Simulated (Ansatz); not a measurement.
# [B2H4]− (SMILES B[BH2-]): UCCSDT(Q)/STO-3G

What is the vertical ionisation energy of [B2H4]− at UCCSDT(Q)/STO-3G? 

The results are computed with Ansatz 0.2.0.

2 further runs of the same task are left out: 2 set aside as unsound or not needed.

### 1 Starting point

[B2H4]−: 6 atoms, total charge -1, spin state doublet. SMILES: `B[BH2-]`. Geometry: relaxed at GFN2-xTB.

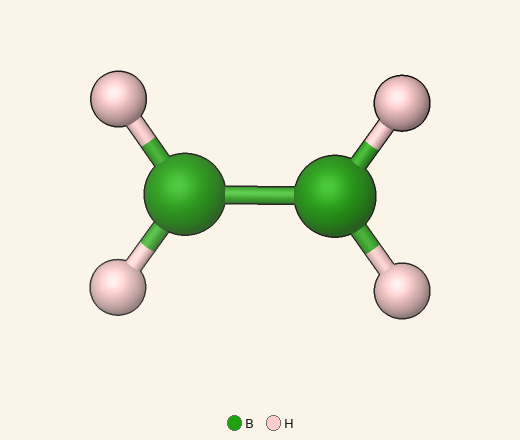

Viewed from a chosen angle; boron green, hydrogen pink.

### 2 The energy at UCCSDT(Q)/STO-3G

File input.yaml:

```yaml
crystal:
  periodic: [false, false, false]
  atoms:
    - {symbol: B, position_ang: [-0.171550, -0.771400, -0.025300]}
    - {symbol: B, position_ang: [0.169320, 0.773700, 0.027330]}
    - {symbol: H, position_ang: [-0.580440, -1.438850, 0.921010]}
    - {symbol: H, position_ang: [-0.069910, -1.485390, -1.020680]}
    - {symbol: H, position_ang: [0.575700, 1.435470, -0.925390]}
    - {symbol: H, position_ang: [0.076890, 1.486470, 1.023030]}
basis:
  gaussian: {orbitals: STO-3G}
total_charge: -1
magnetization: {spin_polarized: true, initial_magnetization: 1}
correlation: {method: ccsdt_q, frozen_orbitals: {B: 1, H: 0}}
accuracy: high
scf: {omitted_lower_state_checks: [cluster_reference, increment]}
```

Run with:

```console
$ ansatz run input.yaml --threads 1 --pin off --max-ram 2610MiB --events-out events.jsonl --progress --plain --runs-dir runs
```

Log, cut to the lines that bear on the results:

```text
Warning: RAYON_NUM_THREADS=1 ignored (pool sized by the plan → 1); use --threads N
Functional definition: HF
  name "HF"
[...]
229 factors; integrals over basis functions are off by at most 1.0e-8 eV
[...]
mean field -1384.00871800 eV, -50.8613822718 hartree, gradient 5.7e-8 eV, S^2 0.754177; 0 other end points of the search recorded, 0 dependent functions left out
2 core orbitals not correlated: weight in the atoms' cores, before any rotation towards them, 1.000 or more for the frozen orbitals, at most 0.000 for the correlated occupied ones
reference -1384.00871800 eV, -50.8613822718 hartree; 6, 5 occupied and 6, 7 virtual orbitals, 229 factors
second order -1.99257310 eV of doubles, -0.00000000 eV of singles
cycle   1  -2.52298641 eV  change   -5.3e-1 eV  update   5.5e-2
[...]
cycle  22  -2.81916830 eV  change  -4.5e-11 eV  update  6.8e-10
perturbative correction -0.00099698 eV, -0.0000366384 hartree
Total energy: -1386.82888328 eV, -50.9650214342 hartree
Checks for a lower state left out: cluster_reference, increment
```

Run time: 0.58 s. Hardware: 1 thread of Arm Neoverse V2, shared host.

### 3 Singlet neutral B2H4, same level

File in.yaml:

```yaml
crystal:
  periodic: [false, false, false]
  atoms:
    - {symbol: B, position_ang: [-0.171550, -0.771400, -0.025300]}
    - {symbol: B, position_ang: [0.169320, 0.773700, 0.027330]}
    - {symbol: H, position_ang: [-0.580440, -1.438850, 0.921010]}
    - {symbol: H, position_ang: [-0.069910, -1.485390, -1.020680]}
    - {symbol: H, position_ang: [0.575700, 1.435470, -0.925390]}
    - {symbol: H, position_ang: [0.076890, 1.486470, 1.023030]}
basis:
  gaussian: {orbitals: STO-3G}
correlation: {method: ccsdt_q, frozen_orbitals: {B: 1, H: 0}}
accuracy: high
scf: {omitted_lower_state_checks: [cluster_reference, increment]}
```

Run with:

```console
$ ansatz run in.yaml --threads 1 --pin off --max-ram 2610MiB --events-out events.jsonl --progress --plain --runs-dir runs
```

Log, cut to the lines that bear on the results:

```text
Warning: RAYON_NUM_THREADS=1 ignored (pool sized by the plan → 1); use --threads N
Functional definition: HF
  name "HF"
[...]
228 factors; integrals over basis functions are off by at most 1.0e-8 eV
[...]
mean field -1386.95107441 eV, -50.9695118752 hartree, gradient 3.4e-8 eV, S^2 0.000000; 0 other end points of the search recorded, 0 dependent functions left out
2 core orbitals not correlated: weight in the atoms' cores, before any rotation towards them, 1.000 or more for the frozen orbitals, at most 0.000 for the correlated occupied ones
reference -1386.95107441 eV, -50.9695118752 hartree; 5, 5 occupied and 7, 7 virtual orbitals, 228 factors
second order -1.79475562 eV of doubles, -0.00000000 eV of singles
cycle   1  -2.31796895 eV  change   -5.2e-1 eV  update   5.5e-2
[...]
cycle  22  -2.60828404 eV  change   8.1e-10 eV  update   1.2e-9
perturbative correction -0.00057331 eV, -0.0000210686 hartree
Total energy: -1389.55993176 eV, -51.0653856145 hartree
Checks for a lower state left out: cluster_reference, increment
```

It took 0.16 s on 1 thread of Arm Neoverse V2, shared host.

### 4 What came out

At UCCSDT(Q)/STO-3G, 2 core orbitals frozen:

| quantity | value |
| --- | --- |
| doublet [B2H4]−: total energy | -50.96502 Eh |
| doublet [B2H4]−: correlation energy (2 core orbitals frozen) | -103.6 mEh |
| doublet [B2H4]−: ⟨S²⟩ of the reference determinant | 0.754 |
| doublet [B2H4]−: T1 diagnostic | 0.004 |
| singlet neutral B2H4: total energy | -51.06539 Eh |
| singlet neutral B2H4: correlation energy (2 core orbitals frozen) | -95.9 mEh |
| singlet neutral B2H4: T1 diagnostic | 0.003 |
| vertical detachment energy (to the singlet neutral) | -2.731 eV |

The species is unbound against losing an electron at this level, by 2.73 eV (−264 kJ/mol); missing correlation or diffuse functions can give that sign where the real anion is bound. Only the singlet of the ionised species was computed; a triplet could lie lower. In a minimal basis such a difference can be off by several eV, whatever the method.
